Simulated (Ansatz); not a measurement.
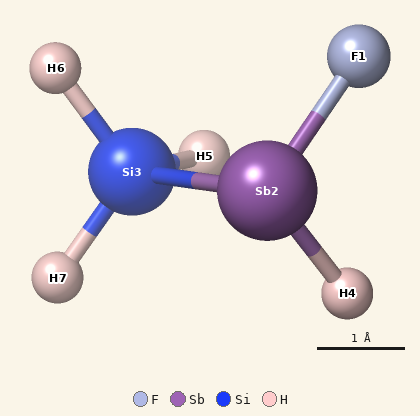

*The input geometry (ball-and-stick view, seen at a tilt; atoms are numbered from 1 in the order of the input). Sticks mark near contacts.*

Bond lengths as drawn: F–Sb 1.98 Å, H–Sb 1.75 Å, H–Si 1.50 to 1.51 Å and Sb–Si 2.62 Å.

Geometry relaxation of SiSbH4F

System: SiSbH4F, SMILES [F][SbH][SiH3].
Method: RKS PBE0-D4/def2-TZVP (Ansatz 0.2.0).

The geometry: PBE-D4/def2-SVP start. Figures and captions count atoms from 1; the log counts them from 0 in places.

The input
```yaml
crystal:
  periodic: [false, false, false]
  atoms:
    - {symbol: F, position_ang: [-0.533818, -2.107178, 1.158730]}
    - {symbol: Sb, position_ang: [-1.514794, -0.872246, -0.032172]}
    - {symbol: Si, position_ang: [0.452686, 0.849972, 0.065049]}
    - {symbol: H, position_ang: [-0.838742, -1.490050, -1.520909]}
    - {symbol: H, position_ang: [1.755928, 0.133319, -0.149663]}
    - {symbol: H, position_ang: [0.461245, 1.502660, 1.420252]}
    - {symbol: H, position_ang: [0.278795, 1.915724, -0.986987]}
basis:
  gaussian: {orbitals: def2-TZVP}
hamiltonian: {xc: pbe0, dispersion: d4}
relax: {f_tol: 0.005, max_steps: 150}
```

Launch command:
```bash
ansatz run in.yaml --threads 4 --pin off --events-out ev --progress --plain --max-ram 10444MiB
```

Output
```
Functional definition: PBE0
  name "PBE0"
  cite "Adamo & Barone, J. Chem. Phys. 110, 6158 (1999) doi:10.1063/1.478522"
  cite "Perdew, Burke & Ernzerhof, Phys. Rev. Lett. 77, 3865 (1996) doi:10.1103/PhysRevLett.77.3865"
  parent pbe
  parameter a = 0.25
  parameter kappa = 0.804
  parameter beta = 0.06672455060314922
  exchange = (1 - a)*pbe_x(kappa = kappa, mu = beta*pi^2/3) + a*exact_x
  correlation = pbe_c(beta = beta)
1041 factors; their error is unknown
mean field evaluation 1: about -17190.6085 eV, gradient 3.8e1 eV
mean field evaluation 2: about -17181.5446 eV, gradient 8.5e1 eV
mean field evaluation 4: about -17193.1043 eV, gradient 3.5e0 eV
mean field evaluation 8: about -17193.1330 eV, gradient 2.3e-2 eV
mean field evaluation 16: about -17193.3477 eV, gradient 2.1e-4 eV
mean field -17193.34769605 eV, -631.8438737603 hartree, gradient 6.0e-5 eV, S^2 0.000000; 0 other end points of the search recorded, 0 dependent functions left out
the calculation of the forces begins
reference -17193.34772871 eV, -631.8438749605 hartree; 25, 25 occupied and 117, 117 virtual orbitals, 1041 factors
relax step   1: F+E_penalty+E_count = -17193.47016193 eV  Δ(F+E_penalty+E_count) = +0.000e0 eV  max|allowed force component| = 7.598e-1 eV/Å  Δτ_max = 0.0000 Å  (27 SCF iters, accepted)
these checks for a lower state are left out or cut short: starts, cluster_reference, orbital_swaps, neighbouring_geometries, increment
1041 factors; their error is unknown
mean field -17193.37672344 eV, -631.8449404972 hartree, gradient 1.2e-5 eV, S^2 0.000000; 0 other end points of the search recorded, 0 dependent functions left out
the calculation of the forces begins
reference -17193.37675586 eV, -631.8449416885 hartree; 25, 25 occupied and 117, 117 virtual orbitals, 1041 factors
relax step   2: F+E_penalty+E_count = -17193.50045776 eV  Δ(F+E_penalty+E_count) = -3.030e-2 eV  max|allowed force component| = 3.065e-1 eV/Å  Δτ_max = 0.0768 Å  (31 SCF iters, accepted)
these checks for a lower state are left out or cut short: starts, cluster_reference, orbital_swaps, neighbouring_geometries, increment
1041 factors; their error is unknown
mean field evaluation 32: about -17193.3907 eV, gradient 9.8e-6 eV
mean field -17193.39071346 eV, -631.8454546208 hartree, gradient 9.8e-6 eV, S^2 0.000000; 0 other end points of the search recorded, 0 dependent functions left out
the calculation of the forces begins
reference -17193.39074602 eV, -631.8454558176 hartree; 25, 25 occupied and 117, 117 virtual orbitals, 1041 factors
relax step   3: F+E_penalty+E_count = -17193.51376701 eV  Δ(F+E_penalty+E_count) = -1.331e-2 eV  max|allowed force component| = 8.683e-2 eV/Å  Δτ_max = 0.0508 Å  (31 SCF iters, accepted)
these checks for a lower state are left out or cut short: starts, cluster_reference, orbital_swaps, neighbouring_geometries, increment
1041 factors; their error is unknown
mean field -17193.39265448 eV, -631.8455259520 hartree, gradient 9.8e-6 eV, S^2 0.000000; 0 other end points of the search recorded, 0 dependent functions left out
the calculation of the forces begins
reference -17193.39268708 eV, -631.8455271500 hartree; 25, 25 occupied and 117, 117 virtual orbitals, 1041 factors
relax step   4: F+E_penalty+E_count = -17193.51547349 eV  Δ(F+E_penalty+E_count) = -1.706e-3 eV  max|allowed force component| = 3.574e-2 eV/Å  Δτ_max = 0.0332 Å  (31 SCF iters, accepted)
these checks for a lower state are left out or cut short: starts, cluster_reference, orbital_swaps, neighbouring_geometries, increment
1041 factors; their error is unknown
mean field -17193.39307627 eV, -631.8455414525 hartree, gradient 9.9e-6 eV, S^2 0.000000; 0 other end points of the search recorded, 0 dependent functions left out
the calculation of the forces begins
reference -17193.39310885 eV, -631.8455426500 hartree; 25, 25 occupied and 117, 117 virtual orbitals, 1041 factors
relax step   5: F+E_penalty+E_count = -17193.51576922 eV  Δ(F+E_penalty+E_count) = -2.957e-4 eV  max|allowed force component| = 2.507e-2 eV/Å  Δτ_max = 0.0338 Å  (31 SCF iters, accepted)
these checks for a lower state are left out or cut short: starts, cluster_reference, orbital_swaps, neighbouring_geometries, increment
1041 factors; their error is unknown
mean field -17193.39323654 eV, -631.8455473423 hartree, gradient 1.0e-5 eV, S^2 0.000000; 0 other end points of the search recorded, 0 dependent functions left out
the calculation of the forces begins
reference -17193.39326913 eV, -631.8455485400 hartree; 25, 25 occupied and 117, 117 virtual orbitals, 1041 factors
relax step   6: F+E_penalty+E_count = -17193.51592145 eV  Δ(F+E_penalty+E_count) = -1.522e-4 eV  max|allowed force component| = 9.094e-3 eV/Å  Δτ_max = 0.0141 Å  (33 SCF iters, accepted)
these checks for a lower state are left out or cut short: starts, cluster_reference, orbital_swaps, neighbouring_geometries, increment
1041 factors; their error is unknown
mean field -17193.39320344 eV, -631.8455461259 hartree, gradient 1.0e-5 eV, S^2 0.000000; 0 other end points of the search recorded, 0 dependent functions left out
the calculation of the forces begins
reference -17193.39323602 eV, -631.8455473233 hartree; 25, 25 occupied and 117, 117 virtual orbitals, 1041 factors
relax step   7: F+E_penalty+E_count = -17193.51593909 eV  Δ(F+E_penalty+E_count) = -1.765e-5 eV  max|allowed force component| = 7.250e-3 eV/Å  Δτ_max = 0.0040 Å  (33 SCF iters, accepted)
these checks for a lower state are left out or cut short: starts, cluster_reference, orbital_swaps, neighbouring_geometries, increment
1041 factors; their error is unknown
mean field evaluation 64: about -17193.3932 eV, gradient 2.5e-4 eV
mean field -17193.39321185 eV, -631.8455464351 hartree, gradient 1.0e-5 eV, S^2 0.000000; 0 other end points of the search recorded, 0 dependent functions left out
the calculation of the forces begins
reference -17193.39324443 eV, -631.8455476324 hartree; 25, 25 occupied and 117, 117 virtual orbitals, 1041 factors
relax step   8: F+E_penalty+E_count = -17193.51594525 eV  Δ(F+E_penalty+E_count) = -6.157e-6 eV  max|allowed force component| = 1.174e-3 eV/Å  Δτ_max = 0.0016 Å  (33 SCF iters, accepted)
```

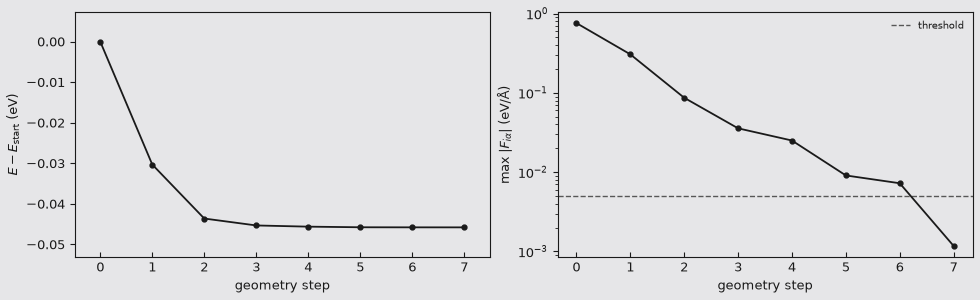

*Progress of the relaxation, step by step (the first geometry is step 0 here and step 1 in the log).*

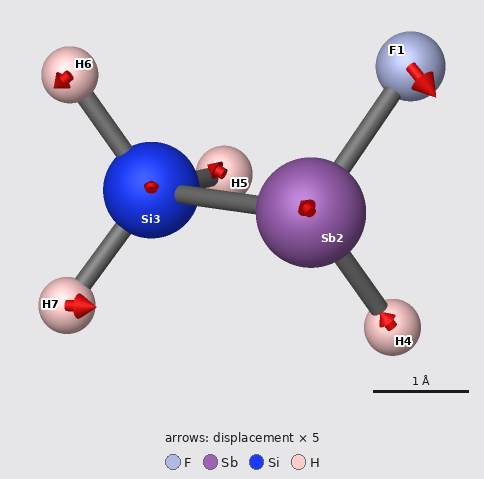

*The starting structure with the displacements as red arrows, magnified 5 times (ball-and-stick view, seen at a tilt). The two geometries are laid on each other by the best rigid fit.*

The energy falls by 0.046 eV in 7 geometry steps. Largest force component: 0.76 eV/Å at the start, 0.0012 eV/Å at the end. The largest move after the best rigid fit is that of F1, 0.090 Å. Largest moves by element: F 0.090 Å, H 0.071 Å, Sb 0.044 Å, Si 0.026 Å. Among the contacts that change: F1–Sb2 1.976 → 1.930 Å, Sb2–H4 1.748 → 1.717 Å, Sb2–Si3 2.617 → 2.591 Å, Si3–H6 1.504 → 1.486 Å. Among the angles that change: Sb2–Si3–H7 110.6° → 107.7°, F1–Sb2–Si3 90.9° → 93.9°. (Atoms are counted from 1 in the order of the input.)

```
1041 factors; their error is unknown
mean field -17193.39321185 eV, -631.8455464351 hartree, gradient 1.0e-5 eV, S^2 0.000000; 1 other end points of the search recorded, 0 dependent functions left out
the calculation of the forces begins
reference -17193.39324443 eV, -631.8455476324 hartree; 25, 25 occupied and 117, 117 virtual orbitals, 1041 factors
Total energy: -17193.51597783 eV, -631.8500580015 hartree
Atom 0 at    -0.574821    -2.152168     1.092010 Å, force    -0.000568     0.000690    -0.000732 eV/Å
Atom 1 at    -1.480974    -0.853296    -0.010709 Å, force     0.001174    -0.000729     0.000643 eV/Å
Atom 2 at     0.472104     0.847479     0.081587 Å, force     0.000719     0.000835    -0.000351 eV/Å
Atom 3 at    -0.845469    -1.469847    -1.482269 Å, force    -0.000237     0.000132     0.000188 eV/Å
Atom 4 at     1.773877     0.166131    -0.127461 Å, force    -0.000352    -0.000516     0.000062 eV/Å
Atom 5 at     0.469611     1.541551     1.394994 Å, force    -0.000497    -0.000162     0.000297 eV/Å
Atom 6 at     0.246973     1.852353    -0.993852 Å, force    -0.000239    -0.000251    -0.000107 eV/Å
Dipole moment:    -0.196578     0.375680    -0.261518 e Å
```

Trajectory as extended XYZ (Å, eV, eV/Å), 8 frames, from step=1 to step=8
```
7
Properties=species:S:1:pos:R:3:forces:R:3 step=1 energy=-17193.47016
F    -0.5338   -2.1072    1.1587   -0.4464   0.5128  -0.5942
Sb   -1.5148   -0.8722   -0.0322    0.7598  -0.4558   0.2147
Si    0.4527    0.8500    0.0650    0.1334   0.1065   0.0594
H    -0.8387   -1.4901   -1.5209   -0.1363   0.0737   0.3656
H     1.7559    0.1333   -0.1497   -0.2927   0.1459   0.0317
H     0.4612    1.5027    1.4203   -0.0180  -0.1294  -0.2953
H     0.2788    1.9157   -0.9870    0.0002  -0.2537   0.2180
7
Properties=species:S:1:pos:R:3:forces:R:3 step=2 energy=-17193.50046
F    -0.5310   -2.0778    1.0879   -0.1061   0.0476   0.0157
Sb   -1.4806   -0.8273   -0.0463   -0.2173  -0.2237   0.3065
Si    0.4507    0.8427    0.0775    0.2851   0.2031  -0.0469
H    -0.8291   -1.5103   -1.4563    0.0844  -0.0276  -0.2793
H     1.7345    0.1239   -0.1482   -0.0503   0.0721   0.0200
H     0.4612    1.4981    1.4154   -0.0141  -0.0332  -0.0760
H     0.2556    1.8829   -0.9757    0.0184  -0.0383   0.0600
7
Properties=species:S:1:pos:R:3:forces:R:3 step=3 energy=-17193.51377
F    -0.5604   -2.1078    1.1163   -0.0452   0.0526  -0.0546
Sb   -1.4828   -0.8518   -0.0301   -0.0371  -0.0650   0.0861
Si    0.4596    0.8495    0.0680    0.0868   0.0377   0.0269
H    -0.8293   -1.4977   -1.4761    0.0189  -0.0199  -0.0485
H     1.7493    0.1467   -0.1542   -0.0094   0.0293   0.0048
H     0.4612    1.4985    1.4059    0.0046  -0.0008  -0.0262
H     0.2639    1.8949   -0.9756   -0.0186  -0.0339   0.0114
7
Properties=species:S:1:pos:R:3:forces:R:3 step=4 energy=-17193.51547
F    -0.5739   -2.1255    1.1033   -0.0067  -0.0261   0.0118
Sb   -1.4849   -0.8526   -0.0247    0.0357   0.0227  -0.0041
Si    0.4713    0.8491    0.0792   -0.0334  -0.0274  -0.0168
H    -0.8379   -1.4913   -1.4830   -0.0022   0.0142   0.0120
H     1.7686    0.1628   -0.1417   -0.0004   0.0077   0.0011
H     0.4723    1.5218    1.4038   -0.0019   0.0014  -0.0057
H     0.2459    1.8679   -0.9826    0.0089   0.0075   0.0017
7
Properties=species:S:1:pos:R:3:forces:R:3 step=5 energy=-17193.51577
F    -0.5824   -2.1562    1.0919   -0.0029   0.0146   0.0044
Sb   -1.4826   -0.8527   -0.0108    0.0199  -0.0008   0.0064
Si    0.4722    0.8491    0.0799   -0.0059  -0.0159   0.0251
H    -0.8359   -1.4696   -1.4758   -0.0078  -0.0036  -0.0225
H     1.7733    0.1668   -0.1330   -0.0048   0.0047  -0.0003
H     0.4726    1.5398    1.3957    0.0022   0.0001  -0.0119
H     0.2442    1.8551   -0.9936   -0.0008   0.0009  -0.0013
7
Properties=species:S:1:pos:R:3:forces:R:3 step=6 energy=-17193.51592
F    -0.5774   -2.1535    1.0926    0.0041   0.0009   0.0008
Sb   -1.4798   -0.8532   -0.0112   -0.0091   0.0005  -0.0016
Si    0.4730    0.8480    0.0812    0.0071   0.0002  -0.0003
H    -0.8477   -1.4738   -1.4824    0.0034   0.0029   0.0011
H     1.7762    0.1693   -0.1282   -0.0015  -0.0014   0.0003
H     0.4694    1.5409    1.3953   -0.0013  -0.0012   0.0005
H     0.2477    1.8544   -0.9929   -0.0027  -0.0019  -0.0007
7
Properties=species:S:1:pos:R:3:forces:R:3 step=7 energy=-17193.51594
F    -0.5759   -2.1514    1.0925   -0.0005  -0.0007   0.0003
Sb   -1.4808   -0.8526   -0.0112    0.0029   0.0005   0.0013
Si    0.4731    0.8475    0.0814   -0.0073  -0.0025   0.0001
H    -0.8452   -1.4706   -1.4821    0.0002  -0.0003  -0.0012
H     1.7751    0.1669   -0.1282   -0.0003   0.0005  -0.0002
H     0.4692    1.5402    1.3955    0.0020   0.0012  -0.0010
H     0.2457    1.8523   -0.9936    0.0029   0.0012   0.0006
7
Properties=species:S:1:pos:R:3:forces:R:3 step=8 energy=-17193.51594
F    -0.5748   -2.1522    1.0920   -0.0006   0.0007  -0.0007
Sb   -1.4810   -0.8533   -0.0107    0.0012  -0.0007   0.0006
Si    0.4721    0.8475    0.0816    0.0007   0.0008  -0.0004
H    -0.8455   -1.4698   -1.4823   -0.0002   0.0001   0.0002
H     1.7739    0.1661   -0.1275   -0.0004  -0.0005   0.0001
H     0.4696    1.5416    1.3950   -0.0005  -0.0002   0.0003
H     0.2470    1.8524   -0.9939   -0.0002  -0.0003  -0.0001
```

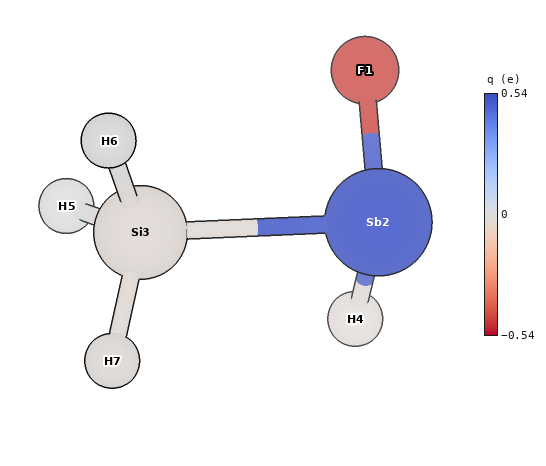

*Mulliken charges, as the colour of each atom (ball-and-stick view, seen at a tilt; atoms are numbered from 1 in the order of the input).*

By element: F −0.47, Sb +0.51, Si −0.02 and H −0.02 to +0.01 e.

Results in brief

```json
{"quantity": "outcome", "value": "converged"}
{"quantity": "total energy", "value": "−17193.5160 eV"}
{"quantity": "mean-field energy", "value": "−17193.3932 eV"}
{"quantity": "dispersion energy", "value": "−0.1227 eV"}
{"quantity": "SCF solution under orbital rotations", "value": "stable"}
{"quantity": "largest force (length of the vector) at the end", "value": "0.002 eV/Å"}
{"quantity": "dipole moment", "value": "2.39 D"}
{"quantity": "hardware", "value": "4 threads of Arm Neoverse V2, 23 GiB of memory available, shared host"}
{"quantity": "wall time", "value": "15 s (CPU time 51 s)"}
{"quantity": "peak memory", "value": "0.3 GiB"}
```
